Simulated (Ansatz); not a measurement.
# λ, α²F and ρ(T) of Au-Nb-Au stack of (100) layers

Aim: how strongly do electrons couple to phonons in Au-Nb-Au stack of (100) layers, and what resistivity does that give?

Program: Ansatz 0.2.0. Level of theory: DFT LDA, scalar-relativistic, plane waves, PAW; PAW set soft_1. Results are calculated unless marked as measured.

### Step 1. Starting point

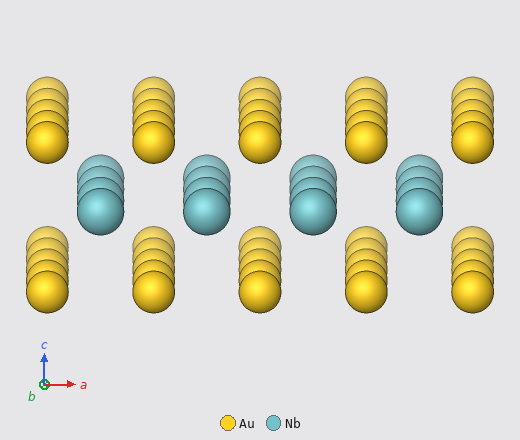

Start, viewed nearly edge on; gold yellow, niobium teal. 4×4×1 cells are drawn. Some periodic images of atoms are drawn too.

The cell holds 3 atoms: 2 Au and 1 Nb. Its edges and angles: a = 2.940 Å, b = 2.940 Å, c = 15.158 Å, α = 90.0°, β = 90.0°, γ = 90.0°. Vacuum lies along c.

### Step 2. Rough relaxation

The start is far from rest, so a relaxation with loose thresholds does the first part.

Input file input.yaml:

```yaml
crystal:
  lattice:
    - [2.93997, 0.0, 0.0]
    - [0.0, 2.93997, 0.0]
    - [0.0, 0.0, 15.15774]
  atoms:
    - { symbol: Au, position: [0.0, 0.0, 0.36285094] }
    - { symbol: Nb, position: [0.5, 0.5, 0.5] }
    - { symbol: Au, position: [0.0, 0.0, 0.63714906] }
  periodic: [true, true, false]
kpoints:
  mp_grid: { grid: [6, 6, 1] }
hamiltonian:
  xc: lda
  pseudopotentials: { kind: paw, azcp: { folder: soft_1 }, xc_functional: pbe }
scf:
  occupations: { method: gaussian, width: 0.1 }
output:
  forces: true
  stress: true
  eigenvalues: true
relax:
  adjacent_minimum: "off"
  f_tol: 0.05
  max_steps: 80
  cell: { stress_2d_tol: 0.02 }
```

Command:

```bash
$ ansatz run input.yaml --threads 8 --pin off --max-ram 20480MiB --backend cpu --events-out ev --progress --plain --runs-dir out
```

Numbers of over 12 decimals in the logs are rounded to 6 here.

The program printed:

```text
Warning: crystal.periodic: the lattice vector that does not repeat stood 0.000° off the slab's normal, 15.158 Å along it as the deck builds it. The run solves the slab on a vector along the normal, 32.115 Å long, with every atom where it was (on the deck's vector they left 11.00 Å outside them, and the widest stretch free of ions among them is 2.08 Å). A fractional position that the run reports is one of the run's ce [...]
The last accepted step is kept in <dir> (removed where the run ends without a failure and the disk answers)
crystal.periodic: the lattice vector that does not repeat stood 0.000° off the slab's normal, 15.158 Å along it as the deck builds it. The run solves the slab on a vector along the normal, 32.115 Å long, with every atom where it was (on the deck's vector they left 11.00 Å outside them, and the widest stretch free of ions among them is 2.08 Å). A fractional position that the run reports is one of the run's cell, which [...]
Engine: ansatz 0.2.0, aarch64-unknown-linux-gnu
Pseudopotentials: kind: paw
Pseudopotential: Au, paw, valence charge 19, recommended cutoff 420 eV (normal), soft_1/Au.paw.azcp
Pseudopotential: Nb, paw, valence charge 13, recommended cutoff 420 eV (normal), soft_1/Nb.paw.azcp
Functional definition: SPW92
  exchange = slater_x
  correlation = pw_c
Crystal: 3 atoms, lattice volume = 277.588 Å³
Basis set: ecut = 420 eV, 5335 PW (Γ)
Bands: 31, of which v1, the nominal top of the filled ones, is band 26 counted from 1 (25 counted from 0)
Symmetry: 16 space group operations
Space group: P4/mmm (ITA 123), of the structure as read, at distance tolerance 6.5e-5 Å
k-points: 10 of 36
Non-local potential: Au, projectors of the file, l = 0: 3, l = 1: 2, l = 2: 2, l = 3: 1
Non-local potential: Nb, projectors of the file, l = 0: 3, l = 1: 2, l = 2: 2, l = 3: 1
PAW form: soft (Blöchl's): semilocal exchange-correlation on the pseudo side does not see the compensation charge
PAW frozen core: Au, regenerated for the run's functional, and the local potential with it (the file was generated under x = pbe(κ = 0.804, μ = 0.219515), c = pbe(β = 0.066725))
PAW frozen core: Nb, regenerated for the run's functional, and the local potential with it (the file was generated under x = pbe(κ = 0.804, μ = 0.219515), c = pbe(β = 0.066725))
PAW one-centre angular grid: Au, 590 points (default); XC on 64 Gauss nodes
PAW one-centre angular grid: Nb, 590 points (default); XC on 64 Gauss nodes
Initial density: superposition of atomic densities (neutral atoms: chi_scale 0, normalization atom)
Initial wavefunctions: pseudopotential atomic-orbital guess
Functional: x = slater, c = lda
SCF iter   1: F=—  HF=-30175.969321 eV  |F-HF|=—  |Δ(HF+E_count)|=         —  Δρ=4.15e-2  dr2=8.73e0  ethr=3.10e-3  ⟨swp⟩=13.6  Hψ=2231  notcnv=0
preconditioner: auto → LDOS  [metal: Δε(μ)=0.055 eV  Ē_g=5.900 eV  σ=0.100 eV  W_gap=0.29  n_scr=20 (ndim 8)  ℏωp=11.6 eV  f_vac=0.750  D(μ)=6.02/eV (n_scr^D=20)  β→1.0]
SCF iter   2: F=—  HF=-30174.498901 eV  |F-HF|=—  |Δ(HF+E_count)|=    1.47e0  Δρ=2.99e-2  dr2=1.83e0  ethr=3.10e-3  ⟨swp⟩=4.0  Hψ=922  notcnv=0  defer=8
SCF iter   3: F=—  HF=-30174.073602 eV  |F-HF|=—  |Δ(HF+E_count)|=   4.25e-1  Δρ=6.50e-3  dr2=2.97e-1  ethr=3.10e-3  ⟨swp⟩=3.0  Hψ=806  notcnv=0  defer=11
SCF iter   4: F=—  HF=-30174.053035 eV  |F-HF|=—  |Δ(HF+E_count)|=   2.06e-2  Δρ=1.93e-3  dr2=6.29e-2  ethr=5.82e-4  ⟨swp⟩=2.8  Hψ=544  notcnv=0  defer=10
SCF iter   5: F=—  HF=-30174.049796 eV  |F-HF|=—  |Δ(HF+E_count)|=   3.24e-3  Δρ=1.53e-3  dr2=1.08e-2  ethr=1.23e-4  ⟨swp⟩=3.4  Hψ=634  notcnv=0  defer=10
SCF iter   6: F=—  HF=-30174.047847 eV  |F-HF|=—  |Δ(HF+E_count)|=   1.95e-3  Δρ=4.47e-4  dr2=1.37e-3  ethr=2.12e-5  ⟨swp⟩=3.0  Hψ=537  notcnv=0  defer=10
SCF iter   7: F=—  HF=-30174.047847 eV  |F-HF|=—  |Δ(HF+E_count)|=   6.13e-7  Δρ=1.36e-4  dr2=5.49e-5  ethr=2.69e-6  ⟨swp⟩=2.7  Hψ=479  notcnv=0  defer=9
SCF iter   8: F=—  HF=-30174.047852 eV  |F-HF|=—  |Δ(HF+E_count)|=   4.73e-6  Δρ=3.48e-5  dr2=3.24e-6  ethr=1.08e-7  ⟨swp⟩=3.1  Hψ=645  notcnv=0  defer=9
SCF iter   9: F=—  HF=-30174.047853 eV  |F-HF|=—  |Δ(HF+E_count)|=   1.38e-6  Δρ=1.38e-5  dr2=5.25e-7  ethr=6.35e-9  ⟨swp⟩=3.8  Hψ=738  notcnv=0  defer=9
SCF iter  10: F=-30174.047853 eV  HF=-30174.047853 eV  |F-HF|=6.65e-9  |Δ(HF+E_count)|=   5.24e-8  Δρ=3.95e-6  dr2=3.62e-8  ethr=1.96e-10  ⟨swp⟩=15.9  Hψ=1881  notcnv=0
SCF 1 converged in 10 iterations: F = -30174.047853 eV  dr2 = 3.62e-8
  greatest PAW one-centre occupation: 1.001 electrons in one spin orbital (limit 2), on the Au atom at site 2 (counted from 0), in its partial waves of l = 0
relax step   1: F+E_penalty+E_count = -30174.04785335 eV  Δ(F+E_penalty+E_count) = +0.000e0 eV  max|allowed force component| = 1.215e0 eV/Å  Δτ_max = 0.0000 Å  P = -11.040 N/m  Ω = 277.588 Å³  fix = [c, alpha, beta]  reactions: c +0.000 N/m  (10 SCF iters, dr2 threshold 1.00e-7 eV, accepted)
Crystal: 3 atoms, lattice volume = 265.065 Å³
Basis set: ecut = 420 eV, 5175 PW (Γ)
Initial density: handed on by an earlier stage of this run
Initial wavefunctions: those handed on with the density
iter 1 solved again at ethr=2.48e-3 eV; its pass at ethr=3.10e-3 eV (dr2=1.26e0 eV) is discarded
SCF iter   1: F=—  HF=-30174.626943 eV  |F-HF|=—  |Δ(HF+E_count)|=         —  Δρ=1.50e-2  dr2=1.27e0  ethr=2.48e-3  ⟨swp⟩=1.2  Hψ=2124  notcnv=0
preconditioner: auto → LDOS  [insulator: Δε(μ)=0.166 eV  Ē_g=6.585 eV  σ=0.100 eV  W_gap=0.72  n_scr=20 (ndim 8)  ℏωp=11.9 eV  f_vac=0.761  D(μ)=2.17/eV (n_scr^D=12)  ε∞_Penn≈4.2  β→1.0]
SCF iter   2: F=—  HF=-30174.616157 eV  |F-HF|=—  |Δ(HF+E_count)|=   1.08e-2  Δρ=1.50e-2  dr2=6.97e-1  ethr=2.48e-3  ⟨swp⟩=3.1  Hψ=620  notcnv=0
SCF iter   3: F=—  HF=-30174.426732 eV  |F-HF|=—  |Δ(HF+E_count)|=   1.89e-1  Δρ=2.35e-3  dr2=4.52e-2  ethr=1.37e-3  ⟨swp⟩=2.8  Hψ=681  notcnv=0  defer=10
SCF iter   4: F=—  HF=-30174.424179 eV  |F-HF|=—  |Δ(HF+E_count)|=   2.55e-3  Δρ=1.16e-3  dr2=5.29e-3  ethr=8.87e-5  ⟨swp⟩=2.9  Hψ=561  notcnv=0  defer=10
SCF iter   5: F=—  HF=-30174.423333 eV  |F-HF|=—  |Δ(HF+E_count)|=   8.45e-4  Δρ=2.38e-4  dr2=2.05e-4  ethr=1.04e-5  ⟨swp⟩=3.6  Hψ=620  notcnv=0  defer=10
SCF iter   6: F=—  HF=-30174.423313 eV  |F-HF|=—  |Δ(HF+E_count)|=   2.03e-5  Δρ=9.94e-5  dr2=3.14e-5  ethr=4.02e-7  ⟨swp⟩=3.5  Hψ=656  notcnv=0  defer=10
SCF iter   7: F=—  HF=-30174.423315 eV  |F-HF|=—  |Δ(HF+E_count)|=   2.24e-6  Δρ=3.69e-5  dr2=4.35e-6  ethr=6.16e-8  ⟨swp⟩=3.7  Hψ=766  notcnv=0  defer=10
SCF iter   8: F=—  HF=-30174.423314 eV  |F-HF|=—  |Δ(HF+E_count)|=   7.07e-7  Δρ=1.49e-5  dr2=6.70e-7  ethr=8.52e-9  ⟨swp⟩=3.6  Hψ=685  notcnv=0  defer=10
[...]
SCF 3 converged in 8 iterations: F = -30174.448646 eV  dr2 = 4.17e-8
relax step   3: F+E_penalty+E_count = -30174.44864573 eV  Δ(F+E_penalty+E_count) = -2.533e-2 eV  max|allowed force component| = 1.062e-2 eV/Å  Δτ_max = 0.0621 Å  P = -2.022 N/m  Ω = 260.796 Å³  energy of the carried Pulay correction = +6.003e-4 eV  fix = [c, alpha, beta]  reactions: c +0.000 N/m  (8 SCF iters, dr2 threshold 3.00e-7 eV, accepted)
[...]
relax step   4: F+E_penalty+E_count = -30174.43543856 eV  Δ(F+E_penalty+E_count) = +1.321e-2 eV  max|allowed force component| = 2.010e-1 eV/Å  Δτ_max = 0.1968 Å  P = +1.267 N/m  Ω = 238.706 Å³  energy of the carried Pulay correction = +1.450e-3 eV  fix = [c, alpha, beta]  (8 SCF iters, dr2 threshold 3.00e-7 eV, rejected (line search))
[...]
relax step   5: F+E_penalty+E_count = -30174.47378410 eV  Δ(F+E_penalty+E_count) = -2.514e-2 eV  max|allowed force component| = 4.468e-2 eV/Å  Δτ_max = 0.0762 Å  P = -0.773 N/m  Ω = 251.232 Å³  energy of the carried Pulay correction = +9.593e-4 eV  fix = [c, alpha, beta]  reactions: c +0.000 N/m  (13 SCF iters, accepted)
[...]
relax step   6: F+E_penalty+E_count = -30174.47503623 eV  Δ(F+E_penalty+E_count) = -1.252e-3 eV  max|allowed force component| = 9.809e-3 eV/Å  Δτ_max = 0.0052 Å  P = +0.089 N/m  Ω = 249.216 Å³  energy of the carried Pulay correction = +1.037e-3 eV  fix = [c, alpha, beta]  reactions: c +0.000 N/m  (6 SCF iters, dr2 threshold 3.00e-7 eV, accepted)
[...]
relax step   7: F+E_penalty+E_count = -30174.47504904 eV  Δ(F+E_penalty+E_count) = -1.281e-5 eV  max|allowed force component| = 1.757e-3 eV/Å  Δτ_max = 0.0012 Å  P = -0.016 N/m  Ω = 249.311 Å³  energy of the carried Pulay correction = +1.033e-3 eV  fix = [c, alpha, beta]  reactions: c +0.000 N/m  (6 SCF iters, dr2 threshold 9.94e-9 eV, accepted)
[...]
relax step   8: F+E_penalty+E_count = -30174.47403376 eV  Δ(F+E_penalty+E_count) = +1.015e-3 eV  max|allowed force component| = 1.677e-3 eV/Å  Δτ_max = 0.0000 Å  P = -0.020 N/m  Ω = 249.311 Å³  fix = [c, alpha, beta]  reactions: c +0.000 N/m  stress off target by 2.02e-2 N/m on what of the cell is left free  SCF on the basis re-selected at this cell (its energy is not comparable with the rows above)  (8 SCF iters)
[...]
relax step   9: F+E_penalty+E_count = -30174.47403597 eV  Δ(F+E_penalty+E_count) = -2.215e-6 eV  max|allowed force component| = 3.121e-5 eV/Å  Δτ_max = 0.0000 Å  P = +0.000 N/m  Ω = 249.277 Å³  energy of the carried Pulay correction = +1.494e-6 eV  fix = [c, alpha, beta]  reactions: c +0.000 N/m  (5 SCF iters, dr2 threshold 5.08e-10 eV, accepted)
iter 1 solved again at ethr=2.00e-7 eV; its pass at ethr=3.10e-3 eV (dr2=1.02e-4 eV) is discarded
SCF iter   1: F=—  HF=-30174.474051 eV  |F-HF|=—  |Δ(HF+E_count)|=         —  Δρ=1.46e-6  dr2=3.59e-9  ethr=2.00e-7  ⟨swp⟩=6.6  Hψ=3758  notcnv=0
eigensolver tolerance schedule: the retry pair's looser diagonalisation over-reported the residual by 28339.30 of it (diagonalisation noise at an unbounded share of the residual, at the tolerance the schedule requests for it); recorded, not acted on — ethr = c·dr2/N_el stays at c = 1.0e-1
SCF iter   2: F=—  HF=-30174.474034 eV  |F-HF|=—  |Δ(HF+E_count)|=   1.62e-5  Δρ=1.56e-6  dr2=5.43e-9  ethr=7.05e-12  ⟨swp⟩=7.5  Hψ=1457  notcnv=0
SCF iter   3: F=—  HF=-30174.474034 eV  |F-HF|=—  |Δ(HF+E_count)|=  5.24e-10  Δρ=7.95e-7  dr2=9.74e-10  ethr=7.05e-12  ⟨swp⟩=3.1  Hψ=516  notcnv=0
SCF iter   4: F=—  HF=-30174.474034 eV  |F-HF|=—  |Δ(HF+E_count)|=  1.02e-10  Δρ=6.25e-7  dr2=7.67e-10  ethr=1.91e-12  ⟨swp⟩=1.8  Hψ=419  notcnv=0
SCF iter   5: F=—  HF=-30174.474034 eV  |F-HF|=—  |Δ(HF+E_count)|=  1.46e-11  Δρ=3.95e-7  dr2=3.80e-10  ethr=1.50e-12  ⟨swp⟩=1.5  Hψ=343  notcnv=0
SCF iter   6: F=—  HF=-30174.474034 eV  |F-HF|=—  |Δ(HF+E_count)|=  8.73e-11  Δρ=4.40e-7  dr2=3.52e-10  ethr=1.00e-12  ⟨swp⟩=1.4  Hψ=342  notcnv=0
SCF iter   7: F=—  HF=-30174.474034 eV  |F-HF|=—  |Δ(HF+E_count)|=  3.64e-12  Δρ=8.62e-8  dr2=6.21e-12  ethr=1.00e-12  ⟨swp⟩=2.0  Hψ=352  notcnv=0
SCF iter   8: F=—  HF=-30174.474034 eV  |F-HF|=—  |Δ(HF+E_count)|=  3.27e-11  Δρ=6.24e-8  dr2=1.22e-11  ethr=1.00e-12  ⟨swp⟩=13.4  Hψ=2142  notcnv=0
SCF iter   9: F=—  HF=-30174.474034 eV  |F-HF|=—  |Δ(HF+E_count)|=  2.91e-11  Δρ=4.70e-8  dr2=7.31e-12  ethr=1.00e-12  ⟨swp⟩=1.0  Hψ=310  notcnv=0
SCF iter  10: F=-30174.474034 eV  HF=-30174.474034 eV  |F-HF|=1.09e-11  |Δ(HF+E_count)|=  4.00e-11  Δρ=6.66e-9  dr2=7.52e-14  ethr=1.00e-12  ⟨swp⟩=7.1  Hψ=1674  notcnv=0
SCF 10 converged in 10 iterations: F = -30174.474034 eV  dr2 = 7.52e-14
relax step  10: F+E_penalty+E_count = -30174.47403448 eV  Δ(F+E_penalty+E_count) = +1.488e-6 eV  max|allowed force component| = 3.969e-5 eV/Å  Δτ_max = 0.0000 Å  P = +0.000 N/m  Ω = 249.277 Å³  fix = [c, alpha, beta]  reactions: c +0.000 N/m  stress off target by 4.07e-4 N/m on what of the cell is left free  SCF on the basis re-selected at this cell (its energy is not comparable with the rows above)  (10 SCF iters)
basis re-selected at this cell: Δ(F+E_penalty+E_count) = +1.488e-6 eV, ΔP = +0.000 N/m vs the last step (what re-selecting the basis moved, of the pressure what is left beyond the Pulay correction that the steps carried, after the strain that the cell walked since its last selection, with what the two solves' SCF thresholds leave and, on support functions, any second-order correction that the steps lacked; it is no m [...]
SCF converged after 10 iterations
Free energy (F): -30174.474034 eV
Harris-Foulkes:  -30174.474034 eV  (|F-HF|=1.09e-11)
Internal energy: -30174.462249 eV  (E = F + TS)
E sigma→0 (E₀):  -30174.468142 eV
Entropy (-TS):   -0.011786 eV (-3.929 meV/atom)
Fermi energy:    -4.814804 eV
--- Per-component energies (eV) ---
  E_band       = -1762.957519
  E_kinetic    = 1532.404152
  E_local      = -184881.741941  (includes V_loc(G=0)·N_el)
  E_nonlocal   = 308.343595
  E_hartree    = 91463.059083
  E_xc         = -593.719372
  E_vxc        = -723.895447  (∫ρ·V_xc dr)
  E_paw        = -21868.729931  (= ΣΔE_a)
  E_vpaw       = -924.189086  (= ΣTr[D̂ρ^β])
  E_aug_tail   = 0.002988  (compensation charges beyond the density's cutoff)
  E_ewald      = 83864.447991
  E_core_change = 1.471186  (= ΣΔE_core)
  E_smearing   = -0.011786  (= −TS)
  E_closure    = 0.000000  (closes the sum)
  Σ components = -30174.474034   (vs F -30174.474034, Δ=0.00e0)
--- Forces (eV/Å), atoms counted from 1 ---
  atom   1  Au     0.00000000     0.00000000    -0.00003969
  atom   2  Nb    -0.00000000    -0.00000000     0.00000000
  atom   3  Au     0.00000000     0.00000000     0.00003969
  max |Σ_I F_I| component: 4.96e-24 eV/Å
--- 2D stress c σ (N/m, compression-positive) ---
        0.000407       0.000000       0.000000
        0.000000       0.000407       0.000000
        0.000000       0.000000       0.000000
  P = ½ c Tr σ = 0.0004 N/m
--- Band table (eV; the first three rows and the last of 10) ---
  k-point 0: bands = [... 22 lower, -7.4270, -7.3994, -7.1971, -6.7189, -4.3864, -3.6739, -2.0692, -2.0692, ... 1 higher]
  k-point 1: bands = [... 22 lower, -7.8023, -7.7879, -6.6467, -6.0343, -4.4896, -3.6032, -1.9053, -1.3394, ... 1 higher]
  k-point 2: bands = [... 22 lower, -8.3150, -8.1574, -6.3997, -4.9757, -4.0425, -2.5517, -2.1179, -1.6890, ... 1 higher]
  k-point 9: bands = [... 22 lower, -6.1850, -5.0900, -5.0900, -2.0903, -1.3702, -1.3702, 0.5702, 1.5971, ... 1 higher]
--- Relaxed structure (8 steps of the walk, 7 accepted, 2 SCFs on fresh bases) ---
  F+E_penalty+E_count = -30174.47403448 eV   max|allowed force component| = 3.969e-5 eV/Å   (the final SCF, on the basis selected at the relaxed cell)
  cell:  # Å, volume = 249.2772 Å³
    - [2.786019, 0, 0.0]
    - [0, 2.786019, 0.0]
    - [0.0, 0.0, 32.115479]
  atoms:
    - { symbol: Au, position: [0, 0, 0.172781] }
    - { symbol: Nb, position: [0.5, 0.5, 0.235988] }
    - { symbol: Au, position: [0, 0, 0.299196] }
```

Wall time 12 s (8 threads of Arm Neoverse V1, shared host); peak memory 0.7 GiB.

Relaxation path:

| step | energy less that of the first step (eV) | largest force component (eV/Å) | volume (Å³) |
| --- | --- | --- | --- |
| 1 | 0.0000 | 1.2151 | 277.59 |
| 2 | -0.3755 | 0.2478 | 265.07 |
| 3 | -0.4008 | 0.0106 | 260.80 |
| 4 | -0.3876 | 0.2010 | 238.71 |
| 5 | -0.4259 | 0.0447 | 251.23 |
| 6 | -0.4272 | 0.0098 | 249.22 |
| 7 | -0.4272 | 0.0018 | 249.31 |
| 8* | -0.4262 | 0.0017 | 249.31 |
| 9 | -0.4262 | 0.0000 | 249.28 |
| 10* | -0.4262 | 0.0000 | 249.28 |

Relaxation steps marked * repeat the geometry before them on a plane-wave basis chosen anew for their cell, so energy and pressure can jump there. Relaxation step 4 was tried and not accepted.

Forces are held to the 16 operations that the run works with; a distortion that breaks them can't arise in this run.

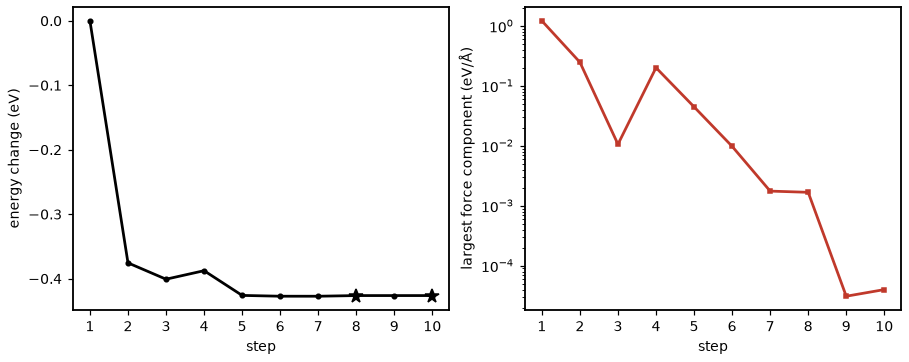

Energy and largest force along the relaxation. Stars mark steps on a basis chosen anew.

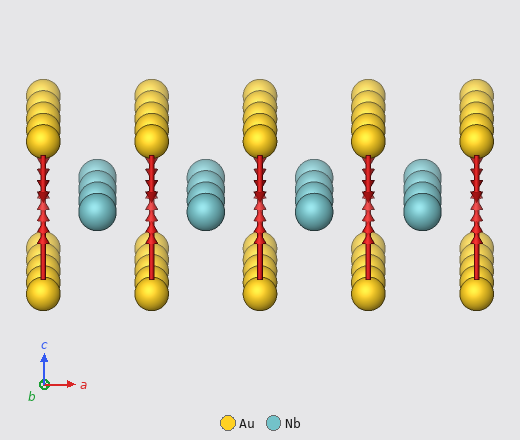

Displacements in the relaxation, exaggerated, measured against the changing cell; the longest in the cell stands for 0.05 Å. 4×4×1 cells are drawn. Some periodic images of atoms are drawn too.

| cell as run | before | after | change |
| --- | --- | --- | --- |
| a (Å) | 2.940 | 2.786 | -5.2 % |
| b (Å) | 2.940 | 2.786 | -5.2 % |

The atoms that moved most (Å, along periodic axes as changes of fractional coordinates times the final cell, across vacuum about the mean position):

| atom | dx | dy | dz | length |
| --- | --- | --- | --- | --- |
| Au1 | 0.000 | 0.000 | 0.049 | 0.049 |
| Au3 | 0.000 | 0.000 | -0.049 | 0.049 |

The relaxed structure:

```xyz
3
Lattice="2.7860 0.0000 0.0000 0.0000 2.7860 0.0000 0.0000 0.0000 32.1155" Properties=species:S:1:pos:R:3
Au    0.0000    0.0000    5.5489
Nb    1.3930    1.3930    7.5789
Au    0.0000    0.0000    9.6088
```

This step gave:

```yaml
metallic_on_mesh: yes
gap_on_the_k_mesh: 0 eV
```

The relaxation ends with a largest force component of 4.0e-5 eV/Å.

[end of part 1 of 4]

[Logs are printed without paths, hosts, clocks, repeated set-up lines and the standing remarks that a program may print on its own settings, such as how far it seeks lower states.]

[Hosts, paths, dates, database ids (printed as entryN), source tags and the programs' standing remarks are cut or masked in the printed files.]
